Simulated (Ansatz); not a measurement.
WH3Cl4F: several calculations on one system

**1. Relaxation**

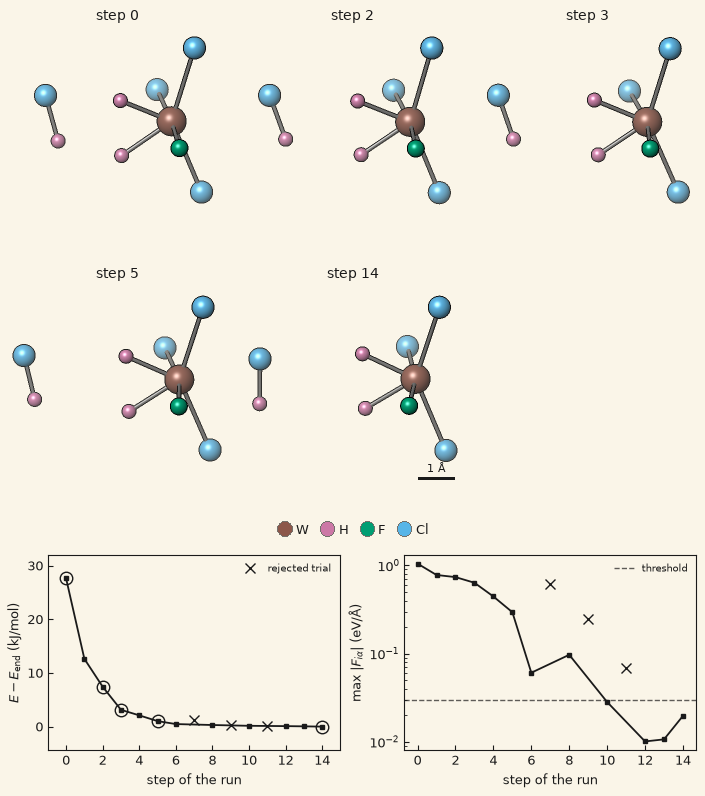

Frames of a relaxation of WH3Cl4F, marked on the history of the run. The picture is a ball-and-stick view, seen at a tilt.

The run prepares an end point of a later path (reaction) calculation, from a guessed geometry.

Level of theory: Ansatz 0.2.0, RKS PBE0/def2-SVP. Set-up: no spin polarisation; force threshold 0.03 eV/Å; at most 50 steps.

Question: Describe the path.

Answer: The energy falls by 27.6 kJ/mol in 11 accepted moves (14 points after the start). Largest force component: 1 eV/Å at the start, 0.02 eV/Å at the end. The line search rejected the trial steps at points 7, 9, 11 of the run. The forces were under the threshold at step 10, but the run went on from there. An H atom moves most after the best rigid fit: 0.95 Å. Largest moves by element: H 0.95 Å, Cl 0.63 Å, W 0.25 Å, F 0.15 Å. Some distances before and after: Cl–H 1.330 → 1.286 Å, H–W 1.703 → 1.666 Å, H–W 1.656 → 1.665 Å, Cl–W 2.324 → 2.319 Å. Among the angles between lasting bonds that change: F–W–Cl 176.5° → 168.7°, H–W–Cl 92.4° → 84.9°, H–W–F 88.6° → 85.2°. From step 0 to 2: a Cl atom moves most (0.31 Å), energy −20.2 kJ/mol. From step 2 to 3: an H atom moves most (0.20 Å), energy −4.29 kJ/mol. From step 3 to 5: an H atom moves most (0.26 Å), energy −2.11 kJ/mol. From step 5 to 14: an H atom moves most (0.31 Å), energy −1.03 kJ/mol.

```
step  E − E(0), kJ/mol  largest force component, eV/Å      note
   0              0.00                         1.0480          
   1            -14.99                         0.7793          
   2            -20.18                         0.7373          
   3            -24.48                         0.6362          
   4            -25.51                         0.4443          
   5            -26.58                         0.2948          
   6            -27.13                         0.0607          
   7            -26.34                         0.6191  rejected
   8            -27.31                         0.0969          
   9            -27.26                         0.2450  rejected
  10            -27.46                         0.0282          
  11            -27.45                         0.0693  rejected
  12            -27.52                         0.0101          
  13            -27.56                         0.0106          
  14            -27.61                         0.0197
```

**2. Relaxation**

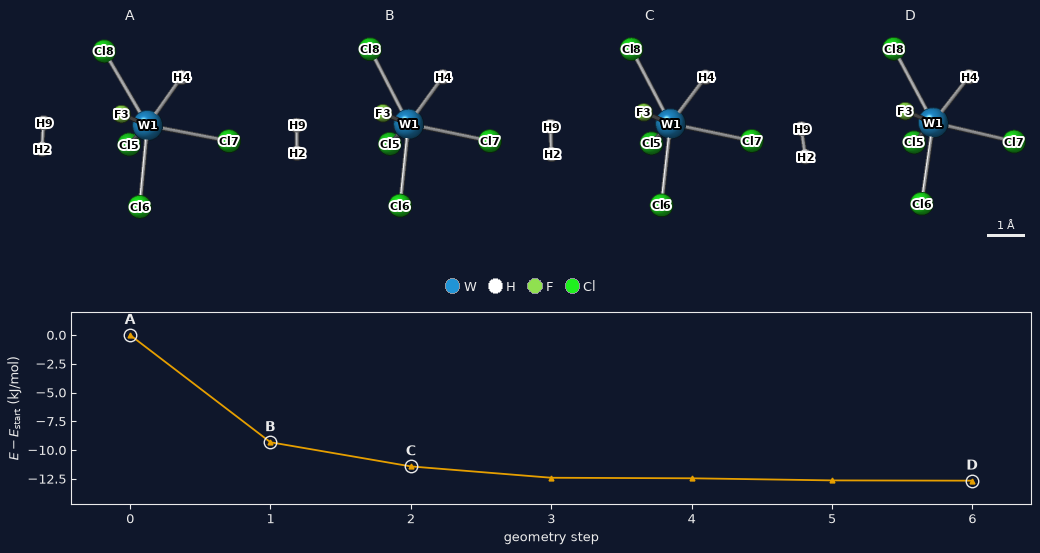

Frames of a relaxation of WH3Cl4F, marked on the history of the run. A ball-and-stick model, seen face on.

The run prepares an end point of a later path (reaction) calculation, from a guessed geometry.

The calculation used RKS PBE0/def2-SVP in Ansatz. Settings: no spin polarisation; force threshold 0.03 eV/Å; at most 50 steps.

### What happens along the run?

The atom that moves furthest after the best rigid fit is H9 (0.62 Å). Largest moves by element: H 0.62 Å, Cl 0.27 Å, W 0.17 Å, F 0.14 Å. Near-neighbour distances that change, for instance: W1–H9 2.811 → 3.566 Å, W1–H2 2.922 → 3.578 Å, W1–Cl8 2.372 → 2.318 Å, H2–H9 0.720 → 0.761 Å. Bond angles that change, for instance: H4–W1–Cl5 125.3° → 127.9°, F3–W1–Cl7 123.4° → 125.6°, F3–W1–Cl5 145.0° → 142.9°. After 6 geometry steps the energy has fallen by 12.7 kJ/mol. The largest force component goes from 1.8 to 0.029 eV/Å. From step 0 to 1: H9 moves most (0.19 Å), energy −9.32 kJ/mol. From step 1 to 2: H9 moves most (0.17 Å), energy −2.10 kJ/mol. From step 2 to 6: H9 moves most (0.26 Å), energy −1.24 kJ/mol.

```
step  E − E(0), kJ/mol  largest force component, eV/Å
   0              0.00                         1.7500
   1             -9.32                         0.2175
   2            -11.42                         0.1578
   3            -12.40                         0.0541
   4            -12.45                         0.2807
   5            -12.63                         0.0702
   6            -12.66                         0.0291
```

Limits of the set-up: the start holds two separate molecules, 2.6 Å apart at their closest, whose relative position is a soft coordinate and is computed without a dispersion correction.

**3. Path**

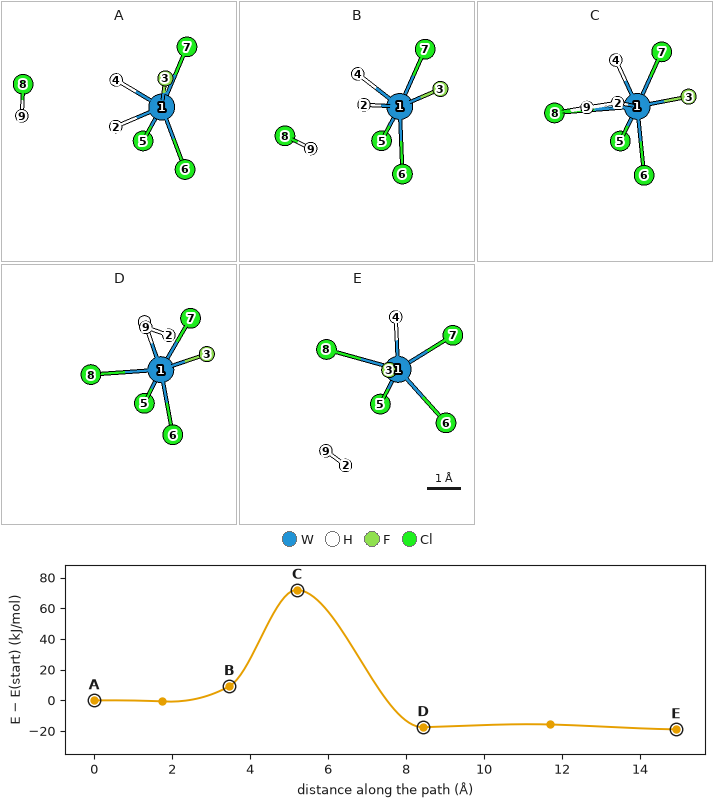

NEB run on WH$_{3}$Cl$_{4}$F, made up at the start of WH$_{2}$Cl$_{3}$F and HCl. Images are numbered from 0 (start) to 6 (end). Frames A to E are images 0, 2, 3, 4, 6. Style: ball-and-stick. Shown at a tilt.

Computed with Ansatz, RKS PBE0/def2-SVP. Run with 5 movable images; climbing image; force threshold 0.05 eV/Å; iteration limit 60; starting path through a guess of the saddle point.

**What happens along the path, and what is the barrier?**

The energy climbs by 72.0 kJ/mol to image 3 and then falls by 90.9 kJ/mol, so the end point sits at −18.9 kJ/mol. The path has more than one stage, and so few images may leave a stage unresolved. Breaking: Cl8–H9 (1.29 → 1.53 at the top → 3.35 Å), W1–H2 (1.67 → 1.78 at the top → 3.58 Å). Forming: H2–H9 (2.95 → 1.03 at the top → 0.76 Å), W1–Cl8 (4.38 → 2.59 at the top → 2.32 Å). The band converged in 30 iterations. The largest component of the band force went from 7 to 0.049 eV/Å. The climbing image converged on the top of the path. Its vibrational analysis gives one imaginary mode (545i cm⁻¹), as a transition state must have.

Limits of the set-up: the start holds two separate molecules, 2.9 Å apart at their closest, whose relative position is a soft coordinate and is computed without a dispersion correction.
